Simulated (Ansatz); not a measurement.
# H₃OSi···NH₃ (doublet): what the fields show

Input

```
crystal:
  periodic: [false, false, false]
  atoms:
    - { symbol: Si, position_ang: [0.0, 0.0, 0.0] }
    - { symbol: H, position_ang: [0.0, 0.0, 1.71] }
    - { symbol: O, position_ang: [1.5842, 0.0, -0.5594] }
    - { symbol: H, position_ang: [1.9006, -0.9521, -0.6761] }
    - { symbol: H, position_ang: [-0.6877, 1.1914, -0.4862] }
    - { symbol: H, position_ang: [-0.6877, -1.1914, -0.4862] }
    - { symbol: "N", position_ang: [0.0, 0.0, 3.07] }
    - { symbol: H, position_ang: [-0.496, -0.7725, 3.6] }
    - { symbol: H, position_ang: [0.496, 0.7725, 3.6] }
magnetization:
  spin_polarized: true
  initial_magnetization: 1
basis:
  gaussian: { orbitals: "6-31G*" }
hamiltonian:
  xc: b3lyp
  dispersion: d4
relax:
  f_tol: 0.15
  max_steps: 25
  restrain:
    - { distance: [1, 6], at: 1.06, k: 30.0 }
    - { distance: [0, 1], at: 2.66, k: 30.0 }
output:
  orbitals: {}
```

Command:

```sh
ansatz run input.yaml --threads 1 --pin off --max-ram 2048MiB --backend cpu --events-out ev --progress --plain --runs-dir out
```

The fields are those of the run's last geometry, not of the input's.

Not at a stationary point (largest force 0.6 eV/Å).

These are results of UKS B3LYP-D4/6-31G* (Ansatz), not measurements.

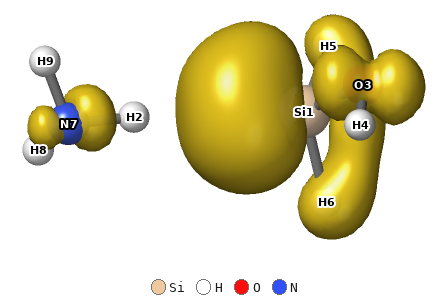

Figure 1. Isosurfaces of the spin density at +0.02 (yellow) and −0.02 e/Å³ (cyan), seen from one side.

> Describe the spin distribution.

The unpaired spin (1 electron) lies mostly on Si1 (about 0.7) and O3 (about 0.1), in electrons by Hirshfeld's partition.

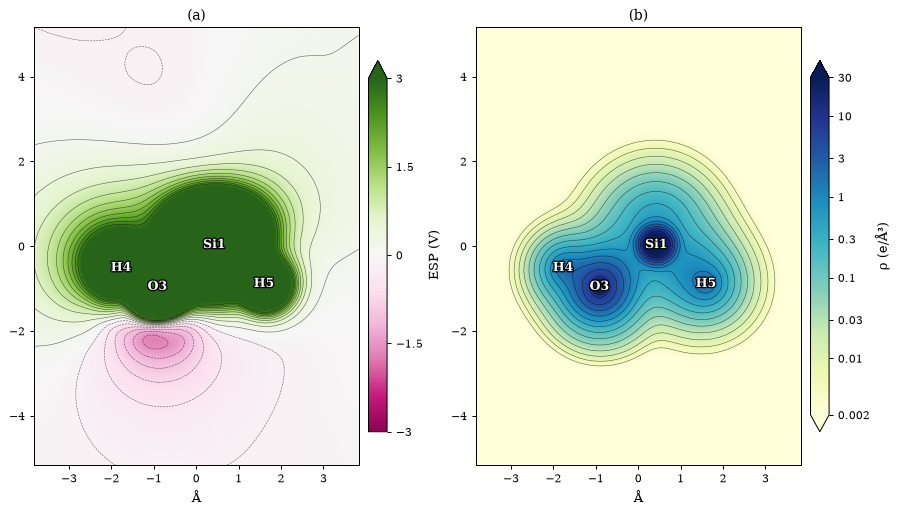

Figure 2. (a) electrostatic potential; (b) electron density on the plane of atoms O3, Si1 and H5.

> Interpret the plot.

The plane passes through Si, O and H nuclei. Si–O (1.67 Å): ρ is about 1.1 e/Å³ halfway. O–H (0.97 Å): ρ at the midpoint is about 3.6 e/Å³. Si–H (1.49 Å): the density is about 0.78 e/Å³ at the midpoint. Outside the dense part of the complex the potential is most negative (−1.7 V) near O3.

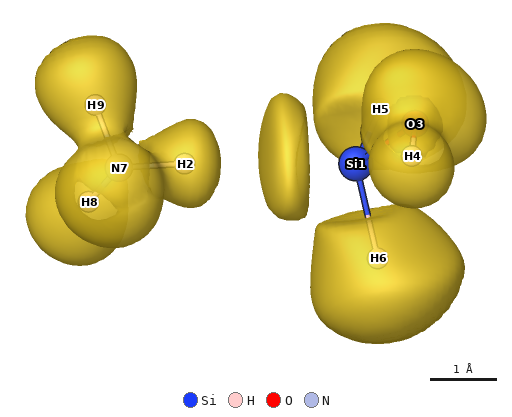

Figure 3. Isosurface of the ELF at 0.75 (yellow), seen from one side. Core shells and regions of very low density are left out.

> Identify the bonds, lone pairs and shells in this picture.

The surface consists of two regions around hydrogen nuclei, one lobe on Si, pointing away from the bonds (non-bonding electrons), one joined region spread over several atoms (H, N), in which their bonds and any lone pairs are merged and one joined region spread over several atoms (H, O), in which their bonds and any lone pairs are merged.


Si1···H2 (2.66 Å): the ELF dips to about 0.10 between them. Si–O (1.67 Å): the ELF peaks at about 0.85 between the atoms: a polar covalent bond.

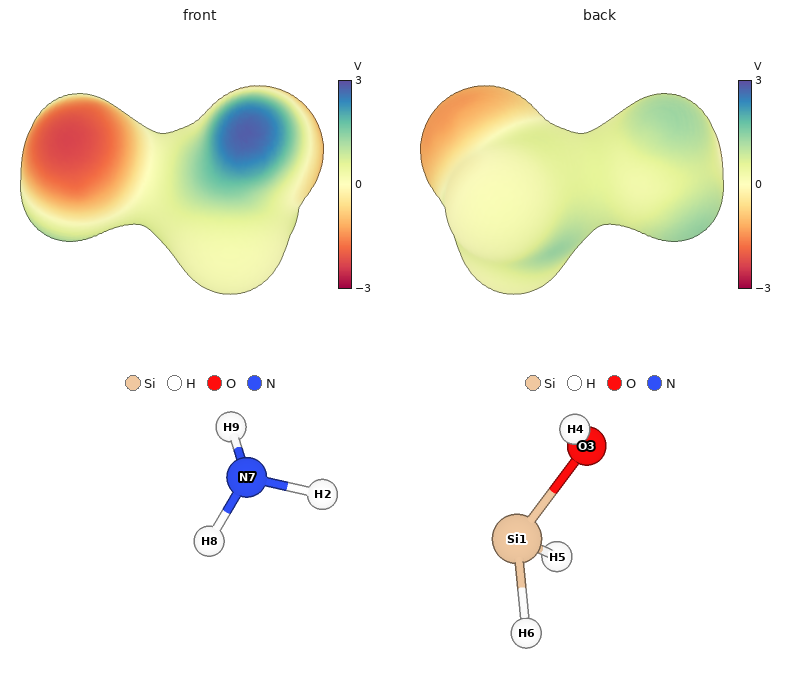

Figure 4. The electrostatic potential painted on the density surface at 0.002 e/bohr³, seen from the front and from behind; red is negative and blue positive. The bare structure is drawn below in the same view.

> Describe the electrostatic potential map.

The most negative region (about −2.3 V, or −53 kcal/mol for a unit charge) lies over N7, the most positive (about +2.8 V, or +65 kcal/mol for a unit charge) over H4. N7 is the likeliest acceptor of a hydrogen bond.
